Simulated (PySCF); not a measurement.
SMILES [c]1ccccc1, doublet at its GFN2-xTB optimised geometry (Å):

```
11

C     -0.6105    -1.2233     0.0000
C     -1.3927    -0.1068     0.0000
C     -0.7441     1.1272     0.0000
C      0.6390     1.1776     0.0000
C      1.3912     0.0162     0.0000
C      0.7528    -1.2233     0.0000
H     -2.4711    -0.1595     0.0000
H     -1.3273     2.0371     0.0000
H      1.1377     2.1366     0.0000
H      2.4711     0.0602     0.0000
H      1.3286    -2.1366     0.0000
```

Computed with unrestricted B3LYP/def2-TZVP run with PySCF. Cells within 0.4 Å of a nucleus heavier than hydrogen are left out (blank, or x).

Map of the Laplacian of the electron density (e/bohr⁵), clipped to [-1.50, 1.50] on the plane z = 0.0 Å:

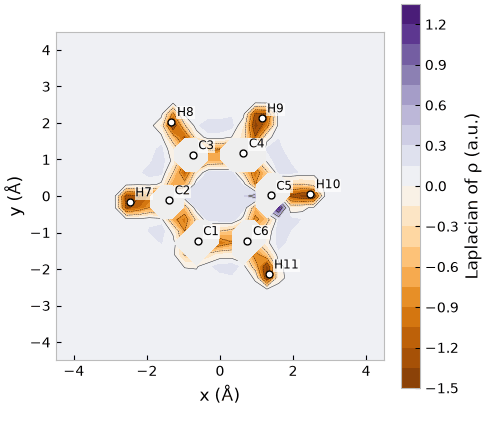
Laplacian of the electron density (e/bohr⁵), clipped to [-1.50, 1.50] on the plane z = 0.0 Å.
